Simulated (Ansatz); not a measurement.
**CH₃Cl₂OTa: a spread of methods and bases**

How do the results and run time of CH₃Cl₂OTa respond when the settings are drawn wide?

Method: the settings change from run to run; program: Ansatz 0.2.0, Gaussian basis.

### Step 1. The molecule

An earlier PBE0-D4 in a triple-zeta def2 set relaxation fixed the geometry. Ta takes a core potential in def2 sets; no spin-orbit term is included.

SMILES `[CH3][Ta](=[O])([Cl])[Cl]`, 8 atoms, charge 0, spin multiplicity 1.

Atoms are counted from 1 here; the program's logs count them from 0.

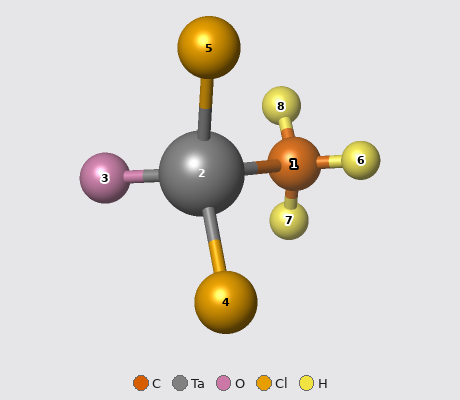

The geometry (carbon orange, tantalum grey, oxygen pink, chlorine amber, hydrogen yellow); atoms are numbered from 1 in the order of the file.

Coordinates:

```mol
CH3Cl2OTa
  3D, bonds by distance, orders not assigned

  8  7  0  0  0  0  0  0  0  0999 V2000
   -0.7137   -0.2662    0.8417 C   0  0
    0.6757    0.2033   -0.7056 Ta  0  0
    2.1778   -0.1123    0.0363 O   0  0
    0.3298   -1.2673   -2.4324 Cl  0  0
    0.4846    2.4424   -1.1679 Cl  0  0
   -1.7429   -0.1079    0.5033 H   0  0
   -0.5944   -1.3100    1.1495 H   0  0
   -0.5247    0.3609    1.7191 H   0  0
  1  2  8  0
  2  3  8  0
  2  4  8  0
  2  5  8  0
  1  6  8  0
  1  7  8  0
  1  8  8  0
M  END
```

### Step 2. wB97M-V/def2-mTZVPP

Set apart from the defaults: finite nuclei.

File in.yaml:

```yaml
crystal:
  periodic: [false, false, false]
  atoms:
    - {symbol: C, position_ang: [-0.713737, -0.266164, 0.841704]}
    - {symbol: Ta, position_ang: [0.675735, 0.203273, -0.705579]}
    - {symbol: O, position_ang: [2.177764, -0.112286, 0.036323]}
    - {symbol: Cl, position_ang: [0.329819, -1.267265, -2.432388]}
    - {symbol: Cl, position_ang: [0.484565, 2.442414, -1.167902]}
    - {symbol: H, position_ang: [-1.742907, -0.107915, 0.503344]}
    - {symbol: H, position_ang: [-0.594408, -1.310043, 1.149531]}
    - {symbol: H, position_ang: [-0.524731, 0.360886, 1.719066]}
basis:
  gaussian: {orbitals: def2-mTZVPP, nuclear_model: gaussian}
hamiltonian: {xc: {name: wB97M-V}}
```

Run with:

```bash
$ ansatz run in.yaml --threads 4 --pin off --events-out ev --progress --plain --max-ram 10444MiB
```

Output, shortened:

```text
Functional definition: wB97M-V
  name "wB97M-V"
  cite "Mardirossian & Head-Gordon, J. Chem. Phys. 144, 214110 (2016) doi:10.1063/1.4952647"
  cite "Becke, J. Chem. Phys. 107, 8554 (1997) doi:10.1063/1.475007"
  cite "Vydrov & Van Voorhis, J. Chem. Phys. 133, 244103 (2010) doi:10.1063/1.3521275"
  # Of w^i u^j: cxij and so on, Table III.
[...]
  gx(w, u) = 1 - cx + cx01*u + cx10*w
  gss(w, u) = css00 + css04*u^4 + css10*w + css20*w^2 + css43*w^4*u^3
  gos(w, u) = cos00 + cos10*w + (cos20 + cos21*u)*w^2 + (cos60 + cos61*u)*w^6
[...]
      + integral(e_c_pw_mod_opposite_spin*gos(b97_w_opposite, b97_u_opposite)) + vv10(b, c)
1392 factors; their error is unknown
351 factors; integrals over basis functions are off by at most 8.3e-6 eV
[...]
mean field -29732.13743451 eV, -1092.6358975516 hartree, gradient 4.5e-5 eV, S^2 0.000000; 0 other end points of the search recorded, 0 dependent functions left out
reference -29732.13748055 eV, -1092.6358992435 hartree; 32, 32 occupied and 116, 116 virtual orbitals, 1392 factors
Total energy: -29732.13748055 eV, -1092.6358992435 hartree
```

Run time: 9 s. Hardware: 4 threads of Arm Neoverse V1, shared host; peak memory 0.48 GiB.

### Step 3. SVWN5/def2-TZVPD

This run has charge -1, multiplicity 2, restricted open-shell orbitals, high accuracy.

Edit in.yaml of step 2 so:

```diff
@@ -12,3 +12,7 @@
 basis:
-  gaussian: {orbitals: def2-mTZVPP, nuclear_model: gaussian}
-hamiltonian: {xc: {name: wB97M-V}}
+  gaussian: {orbitals: def2-TZVPD}
+total_charge: -1
+magnetization: {spin_polarized: false, initial_magnetization: 1}
+hamiltonian: {xc: {name: SVWN5}}
+accuracy: high
+output: {forces: true}
```

Same command.

Output, shortened:

```text
Functional definition: SVWN5
  name "SVWN5"
  cite "Dirac, Proc. Camb. Phil. Soc. 26, 376 (1930) doi:10.1017/S0305004100016108"
  cite "Slater, Phys. Rev. 81, 385 (1951) doi:10.1103/PhysRev.81.385"
  cite "Vosko, Wilk & Nusair, Can. J. Phys. 58, 1200 (1980) doi:10.1139/p80-159"
[...]
3857 factors; integrals over basis functions are off by at most 7.3e-7 eV
[...]
mean field -29630.83622667 eV, -1088.9131468279 hartree, gradient 1.0e-7 eV, S^2 0.750000; 12 other end points of the search recorded, 0 dependent functions left out
[...]
reference -29630.83623130 eV, -1088.9131469982 hartree; 33, 32 occupied and 206, 207 virtual orbitals, 3857 factors
Total energy: -29630.83623130 eV, -1088.9131469982 hartree
Atom 0 at    -0.713737    -0.266164     0.841704 Å, force     0.153272    -0.100746     0.276825 eV/Å
Atom 1 at     0.675735     0.203273    -0.705579 Å, force    -0.649716     0.353658    -0.957981 eV/Å
Atom 2 at     2.177764    -0.112286     0.036323 Å, force     1.806968    -0.495730     1.233190 eV/Å
Atom 3 at     0.329819    -1.267265    -2.432388 Å, force    -0.375291    -0.796070    -0.880653 eV/Å
Atom 4 at     0.484565     2.442414    -1.167902 Å, force    -0.292316     1.193094    -0.202557 eV/Å
Atom 5 at    -1.742907    -0.107915     0.503344 Å, force    -0.313244     0.048182    -0.103072 eV/Å
Atom 6 at    -0.594408    -1.310043     1.149531 Å, force    -0.177874    -0.413617     0.210617 eV/Å
Atom 7 at    -0.524731     0.360886     1.719066 Å, force    -0.151799     0.211228     0.423630 eV/Å
Dipole moment:    -0.234758     0.040589    -0.090375 e Å
```

Wall time 40 s (4 threads of Arm Neoverse V1, shared host); peak memory 1.7 GiB.

Largest force 2.243 eV/Å.

### Step 4. HSE06/def2-SVPD

This run has charge +1, multiplicity 2, the search for lower states set to off.

Edit in.yaml of step 3 so:

```diff
@@ -12,7 +12,7 @@
 basis:
-  gaussian: {orbitals: def2-TZVPD}
-total_charge: -1
-magnetization: {spin_polarized: false, initial_magnetization: 1}
-hamiltonian: {xc: {name: SVWN5}}
-accuracy: high
+  gaussian: {orbitals: def2-SVPD}
+total_charge: 1
+magnetization: {spin_polarized: true, initial_magnetization: 1}
+hamiltonian: {xc: {name: HSE06}}
+scf: {lower_state_search: off}
 output: {forces: true}
```

Launched as before.

Output:

```text
Functional definition: HSE06
  name "HSE06"
  cite "Heyd, Scuseria & Ernzerhof, J. Chem. Phys. 118, 8207 (2003) doi:10.1063/1.1564060"
  cite "Krukau, Vydrov, Izmaylov & Scuseria, J. Chem. Phys. 125, 224106 (2006) doi:10.1063/1.2404663"
  cite "Heyd & Scuseria, J. Chem. Phys. 120, 7274 (2004) doi:10.1063/1.1668634"
  cite "Ernzerhof & Perdew, J. Chem. Phys. 109, 3313 (1998) doi:10.1063/1.476928"
  cite "Perdew, Burke & Ernzerhof, Phys. Rev. Lett. 77, 3865 (1996) doi:10.1103/PhysRevLett.77.3865"
  parent pbe
  parameter a = 0.25
  parameter omega = 0.11/bohr
  # The whole range is PBE's own exchange, as in plane waves. The composition of these papers is wPBEh.
  exchange = pbe_x - a*pbe_x_sr(omega) + a*exact_x_sr(omega)
  correlation = pbe_c
these checks for a lower state are left out or cut short: stability, starts, cluster_reference, orbital_swaps, neighbouring_geometries, increment
1470 factors; integrals over basis functions are off by at most 1.1e-3 eV
153 factors; integrals over basis functions are off by at most 8.0e-7 eV
mean field evaluation 1: about -29679.8629 eV, gradient 7.1e1 eV
mean field evaluation 2: about -29446.1939 eV, gradient 1.9e2 eV
mean field evaluation 4: about -29688.2159 eV, gradient 5.2e1 eV
mean field evaluation 8: about -29701.8528 eV, gradient 1.5e0 eV
mean field evaluation 16: about -29701.9475 eV, gradient 7.0e-2 eV
mean field evaluation 32: about -29701.9476 eV, gradient 1.6e-5 eV
mean field -29701.94755140 eV, -1091.5264398110 hartree, gradient 8.5e-6 eV, S^2 0.763625; 0 other end points of the search recorded, 0 dependent functions left out
the calculation of the forces begins
reference -29701.94761127 eV, -1091.5264420111 hartree; 32, 31 occupied and 124, 125 virtual orbitals, 1470 factors
Total energy: -29701.94761127 eV, -1091.5264420111 hartree
Atom 0 at    -0.713737    -0.266164     0.841704 Å, force    -2.253204    -0.543412     1.869992 eV/Å
Atom 1 at     0.675735     0.203273    -0.705579 Å, force     0.379704     0.268630    -0.834438 eV/Å
Atom 2 at     2.177764    -0.112286     0.036323 Å, force     0.309371     0.064160    -0.226004 eV/Å
Atom 3 at     0.329819    -1.267265    -2.432388 Å, force     0.181657     0.410209     0.349366 eV/Å
Atom 4 at     0.484565     2.442414    -1.167902 Å, force     0.141626    -0.550351     0.021995 eV/Å
Atom 5 at    -1.742907    -0.107915     0.503344 Å, force    -0.158080     0.228518    -0.651106 eV/Å
Atom 6 at    -0.594408    -1.310043     1.149531 Å, force     0.671285    -0.614643    -0.495243 eV/Å
Atom 7 at    -0.524731     0.360886     1.719066 Å, force     0.727642     0.736888    -0.034562 eV/Å
Dipole moment:    -0.859447    -0.168882     0.600645 e Å
Checks for a lower state left out: stability, starts, cluster_reference, orbital_swaps, neighbouring_geometries, increment
```

Run time: 6 s. Hardware: 4 threads of Arm Neoverse V1, shared host; peak memory 0.51 GiB.

Largest force 2.978 eV/Å, ⟨S²⟩ 0.764.

### Step 5. B97/x2c-TZVPPall

Options: high accuracy.

Edit in.yaml of step 4 so:

```diff
@@ -12,7 +12,5 @@
 basis:
-  gaussian: {orbitals: def2-SVPD}
-total_charge: 1
-magnetization: {spin_polarized: true, initial_magnetization: 1}
-hamiltonian: {xc: {name: HSE06}}
-scf: {lower_state_search: off}
+  gaussian: {orbitals: x2c-TZVPPall}
+hamiltonian: {xc: {name: B97}}
+accuracy: high
 output: {forces: true}
```

Launched as before.

Output:

```text
Functional definition: B97
  name "B97"
  cite "Becke, J. Chem. Phys. 107, 8554 (1997) doi:10.1063/1.475007"
  parameter cx = 0.1943
  parameter cx0 = 0.8094
  parameter cx1 = 0.5073
  parameter cx2 = 0.7481
  parameter css0 = 0.1737
  parameter css1 = 2.3487
  parameter css2 = -2.4868
  parameter cos0 = 0.9454
  parameter cos1 = 0.7471
  parameter cos2 = -4.5961
  exchange = spin_sum(e_x_unif_s*poly(b97_u_x, cx0, cx1, cx2)) + cx*exact_x
  correlation = spin_sum(e_c_pw_same_spin*poly(b97_u_same, css0, css1, css2))
      + integral(e_c_pw_opposite_spin*poly(b97_u_opposite, cos0, cos1, cos2))
4705 factors; integrals over basis functions are off by at most 4.8e-8 eV
mean field evaluation 1: about -452941.7981 eV, gradient 9.4e1 eV
mean field evaluation 2: about -452764.5564 eV, gradient 2.9e2 eV
mean field evaluation 4: about -452956.1271 eV, gradient 2.6e1 eV
mean field evaluation 8: about -452957.4850 eV, gradient 8.4e-1 eV
mean field evaluation 16: about -452957.5759 eV, gradient 8.6e-4 eV
mean field -452957.57591083 eV, -16645.8838890508 hartree, gradient 3.2e-8 eV, S^2 0.000000; 0 other end points of the search recorded, 0 dependent functions left out
the calculation of the forces begins
reference -452957.57591411 eV, -16645.8838891713 hartree; 62, 62 occupied and 223, 223 virtual orbitals, 4705 factors
Total energy: -452957.57591411 eV, -16645.8838891713 hartree
Relativity: scalar
Atom 0 at    -0.713737    -0.266164     0.841704 Å, force     0.011179     0.000781    -0.003758 eV/Å
Atom 1 at     0.675735     0.203273    -0.705579 Å, force    -0.008639    -0.006597     0.020650 eV/Å
Atom 2 at     2.177764    -0.112286     0.036323 Å, force     0.040444    -0.007584     0.017405 eV/Å
Atom 3 at     0.329819    -1.267265    -2.432388 Å, force    -0.009624    -0.028700    -0.042369 eV/Å
Atom 4 at     0.484565     2.442414    -1.167902 Å, force    -0.006330     0.049101    -0.015796 eV/Å
Atom 5 at    -1.742907    -0.107915     0.503344 Å, force    -0.018221     0.002601    -0.005427 eV/Å
Atom 6 at    -0.594408    -1.310043     1.149531 Å, force    -0.005020    -0.019148     0.009758 eV/Å
Atom 7 at    -0.524731     0.360886     1.719066 Å, force    -0.003789     0.009546     0.019537 eV/Å
Dipole moment:    -0.487165     0.002888     0.051140 e Å
```

Run time: 91 s. Hardware: 4 threads of Arm Neoverse V1, shared host; peak memory 3 GiB.

Largest force 0.052 eV/Å, dipole 2.35 D.

### Step 6. B3LYP/def2-mTZVP

This run has atoms shaken by 0.03 Å.

File in.yaml:

```yaml
crystal:
  periodic: [false, false, false]
  atoms:
    - {symbol: C, position_ang: [-0.669958, -0.232516, 0.851631]}
    - {symbol: Ta, position_ang: [0.689068, 0.207998, -0.714589]}
    - {symbol: O, position_ang: [2.126995, -0.118678, 0.058661]}
    - {symbol: Cl, position_ang: [0.315893, -1.251639, -2.479793]}
    - {symbol: Cl, position_ang: [0.448238, 2.447936, -1.151597]}
    - {symbol: H, position_ang: [-1.709062, -0.151763, 0.460409]}
    - {symbol: H, position_ang: [-0.578497, -1.282258, 1.172870]}
    - {symbol: H, position_ang: [-0.449812, 0.375973, 1.762138]}
basis:
  gaussian: {orbitals: def2-mTZVP}
hamiltonian: {xc: {name: B3LYP}}
```

Same command.

Output, shortened:

```text
Functional definition: B3LYP
  name "B3LYP"
  cite "Stephens, Devlin, Chabalowski & Frisch, J. Phys. Chem. 98, 11623 (1994) doi:10.1021/j100096a001"
  cite "Becke, Phys. Rev. A 38, 3098 (1988) doi:10.1103/PhysRevA.38.3098"
  cite "Lee, Yang & Parr, Phys. Rev. B 37, 785 (1988) doi:10.1103/PhysRevB.37.785"
  cite "Vosko, Wilk & Nusair, Can. J. Phys. 58, 1200 (1980) doi:10.1139/p80-159"
[...]
1290 factors; their error is unknown
[...]
mean field -29738.22383039 eV, -1092.8595684748 hartree, gradient 5.4e-5 eV, S^2 0.000000; 0 other end points of the search recorded, 0 dependent functions left out
reference -29738.22411934 eV, -1092.8595790933 hartree; 32, 32 occupied and 100, 100 virtual orbitals, 1290 factors
Total energy: -29738.22411934 eV, -1092.8595790933 hartree
```

It took 1.8 s on 4 threads of Arm Neoverse V1, shared host; peak memory 0.29 GiB.

### Step 7. HF/def2-TZVPP

This run has high accuracy, the search for lower states set to full.

File in.yaml:

```yaml
crystal:
  periodic: [false, false, false]
  atoms:
    - {symbol: C, position_ang: [-0.713737, -0.266164, 0.841704]}
    - {symbol: Ta, position_ang: [0.675735, 0.203273, -0.705579]}
    - {symbol: O, position_ang: [2.177764, -0.112286, 0.036323]}
    - {symbol: Cl, position_ang: [0.329819, -1.267265, -2.432388]}
    - {symbol: Cl, position_ang: [0.484565, 2.442414, -1.167902]}
    - {symbol: H, position_ang: [-1.742907, -0.107915, 0.503344]}
    - {symbol: H, position_ang: [-0.594408, -1.310043, 1.149531]}
    - {symbol: H, position_ang: [-0.524731, 0.360886, 1.719066]}
basis:
  gaussian: {orbitals: def2-TZVPP}
hamiltonian: {xc: {name: HF}}
accuracy: high
scf: {lower_state_search: full}
```

Launched as before.

Output:

```text
Functional definition: HF
  name "HF"
  cite "Fock, Z. Phys. 61, 126 (1930) doi:10.1007/BF01340294"
  parent pbe
  exchange = exact_x
  correlation = 0
4093 factors; integrals over basis functions are off by at most 7.5e-7 eV
mean field evaluation 1: about -29655.9848 eV, gradient 6.5e1 eV
mean field evaluation 2: about -29655.9854 eV, gradient 6.5e1 eV
mean field evaluation 4: about -29664.4263 eV, gradient 7.7e0 eV
mean field evaluation 8: about -29664.5886 eV, gradient 7.4e-1 eV
mean field evaluation 16: about -29664.5917 eV, gradient 2.0e-8 eV
mean field evaluation 32: about -29664.5917 eV, gradient 2.1e-8 eV
mean field -29664.59168922 eV, -1090.1536371966 hartree, gradient 2.0e-8 eV, S^2 0.000000; 2 other end points of the search recorded, 0 dependent functions left out
reference -29664.59168922 eV, -1090.1536371966 hartree; 32, 32 occupied and 212, 212 virtual orbitals, 4093 factors
Total energy: -29664.59168922 eV, -1090.1536371966 hartree
```

It took 19 s on 4 threads of Arm Neoverse V1, shared host; peak memory 1.6 GiB.

### Step 8. PBE0-DH/def2-TZVPP

Set apart from the defaults: a grid of angular degree 23, relativity set to none, high accuracy.

Edit in.yaml of step 7 so:

```diff
@@ -12,5 +12,5 @@
 basis:
-  gaussian: {orbitals: def2-TZVPP}
-hamiltonian: {xc: {name: HF}}
+  gaussian: {orbitals: def2-TZVPP, final_grid: {core_spheres: 8, valence_spheres: 7, degree: 23}}
+hamiltonian: {xc: {name: PBE0-DH}, pseudopotentials: {relativity: none}}
 accuracy: high
-scf: {lower_state_search: full}
+output: {forces: true}
```

The command is unchanged.

Output, shortened:

```text
Functional definition: PBE0-DH
  name "PBE0-DH"
  cite "Brémond & Adamo, J. Chem. Phys. 135, 024106 (2011) doi:10.1063/1.3604569"
  cite "Perdew, Burke & Ernzerhof, Phys. Rev. Lett. 77, 3865 (1996) doi:10.1103/PhysRevLett.77.3865"
[...]
4093 factors; integrals over basis functions are off by at most 7.5e-7 eV
[...]
mean field -29718.84083867 eV, -1092.1472566673 hartree, gradient 4.5e-8 eV, S^2 0.000000; 0 other end points of the search recorded, 0 dependent functions left out
12 core orbitals not correlated: weight in the atoms' cores, before any rotation towards them, 1.000 or more for the frozen orbitals, at most 0.000 for the correlated occupied ones
reference -29718.84084061 eV, -1092.1472567387 hartree; 20, 20 occupied and 212, 212 virtual orbitals, 4093 factors
second order -41.23303542 eV of doubles, -0.00000000 eV of singles
[...]
Total energy: -29723.99497004 eV, -1092.3366675015 hartree
Atom 0 at    -0.713737    -0.266164     0.841704 Å, force    -0.050830    -0.022086     0.070918 eV/Å
Atom 1 at     0.675735     0.203273    -0.705579 Å, force     0.161600    -0.030907     0.071145 eV/Å
Atom 2 at     2.177764    -0.112286     0.036323 Å, force    -0.225684     0.048863    -0.115624 eV/Å
Atom 3 at     0.329819    -1.267265    -2.432388 Å, force     0.017124     0.052315     0.063326 eV/Å
Atom 4 at     0.484565     2.442414    -1.167902 Å, force     0.011598    -0.081276     0.017844 eV/Å
Atom 5 at    -1.742907    -0.107915     0.503344 Å, force     0.132361    -0.021426     0.046640 eV/Å
Atom 6 at    -0.594408    -1.310043     1.149531 Å, force    -0.018830     0.129685    -0.042212 eV/Å
Atom 7 at    -0.524731     0.360886     1.719066 Å, force    -0.027339    -0.075169    -0.112036 eV/Å
Dipole moment:    -0.470647    -0.003994     0.069308 e Å
```

Run time: 45 s. Hardware: 4 threads of Arm Neoverse V1, shared host; peak memory 1.8 GiB.

Largest force 0.258 eV/Å, dipole 2.29 D.

### Step 9. wPBEh/def2-mTZVP

Options: multiplicity 3.

Edit in.yaml of step 8 so:

```diff
@@ -12,5 +12,4 @@
 basis:
-  gaussian: {orbitals: def2-TZVPP, final_grid: {core_spheres: 8, valence_spheres: 7, degree: 23}}
-hamiltonian: {xc: {name: PBE0-DH}, pseudopotentials: {relativity: none}}
-accuracy: high
-output: {forces: true}
+  gaussian: {orbitals: def2-mTZVP}
+magnetization: {spin_polarized: true, initial_magnetization: 2}
+hamiltonian: {xc: {name: wPBEh}}
```

Same command.

Output, shortened:

```text
Functional definition: wPBEh
  name "wPBEh"
  cite "Heyd, Scuseria & Ernzerhof, J. Chem. Phys. 118, 8207 (2003) doi:10.1063/1.1564060"
  cite "Krukau, Vydrov, Izmaylov & Scuseria, J. Chem. Phys. 125, 224106 (2006) doi:10.1063/1.2404663"
  cite "Heyd & Scuseria, J. Chem. Phys. 120, 7274 (2004) doi:10.1063/1.1668634"
  cite "Ernzerhof & Perdew, J. Chem. Phys. 109, 3313 (1998) doi:10.1063/1.476928"
  cite "Perdew, Burke & Ernzerhof, Phys. Rev. Lett. 77, 3865 (1996) doi:10.1103/PhysRevLett.77.3865"
  parent pbe
[...]
1299 factors; integrals over basis functions are off by at most 1.1e-3 eV
114 factors; integrals over basis functions are off by at most 3.1e-7 eV
[...]
mean field -29721.56297263 eV, -1092.2472932453 hartree, gradient 1.1e-5 eV, S^2 2.006014; 10 other end points of the search recorded, 0 dependent functions left out
reference -29721.56301548 eV, -1092.2472948198 hartree; 33, 31 occupied and 99, 101 virtual orbitals, 1299 factors
Total energy: -29721.56301548 eV, -1092.2472948198 hartree
```

Run time: 15 s. Hardware: 4 threads of Arm Neoverse V1, shared host; peak memory 0.67 GiB.

⟨S²⟩ 2.006.

### Step 10. All runs side by side

| level | charge | multiplicity | geometry | functions | energy (eV) | time |
| --- | --- | --- | --- | --- | --- | --- |
| wB97M-V/def2-mTZVPP | 0 | 1 | relaxed | 148 | -29732.137 | 9 s |
| SVWN5/def2-TZVPD | -1 | 2 | relaxed | 239 | -29630.836 | 40 s |
| HSE06/def2-SVPD | 1 | 2 | relaxed | 156 | -29701.948 | 6 s |
| B97/x2c-TZVPPall | 0 | 1 | relaxed | 285 | -452957.576 | 91 s |
| B3LYP/def2-mTZVP | 0 | 1 | shaken | 132 | -29738.224 | 1.8 s |
| HF/def2-TZVPP | 0 | 1 | relaxed | 244 | -29664.592 | 19 s |
| PBE0-DH/def2-TZVPP | 0 | 1 | relaxed | 244 | -29723.995 | 45 s |
| wPBEh/def2-mTZVP | 0 | 3 | relaxed | 132 | -29721.563 | 15 s |

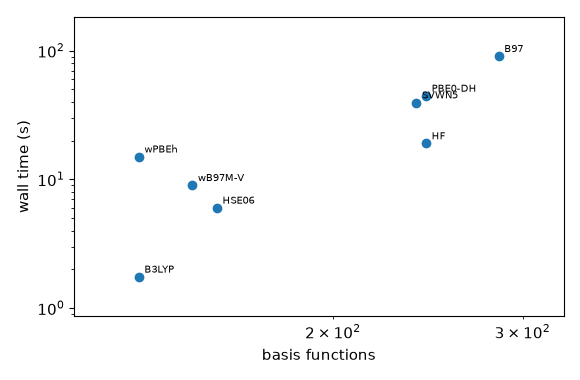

Wall time against the number of basis functions (shared host).

### Step 11. What came out

| quantity | value |
| --- | --- |
| runs | 8 |
| quickest | B3LYP/def2-mTZVP, 1.8 s |
| slowest | B97/x2c-TZVPPall, 91 s |
| spread of total energies, same state and geometry | 423293.0 eV |
| dipole, same state and geometry | 2.29 to 2.35 D |

In words: B97/x2c-TZVPPall took 52 times as long as B3LYP/def2-mTZVP. The jobs differ in tasks and options as well as level. The totals spread over 423293 eV; they can't be compared across methods or bases. Some of these runs are scalar-relativistic and others not, which shifts the totals of all-electron atoms past neon by several eV an atom and more; core potentials, where a basis has them, take the core out of the total altogether. At the PBE0-D4/def2-TZVP geometry and in the same state, the sound runs without point charges leave forces up to 0.26 eV/Å (PBE0-DH/def2-TZVPP).
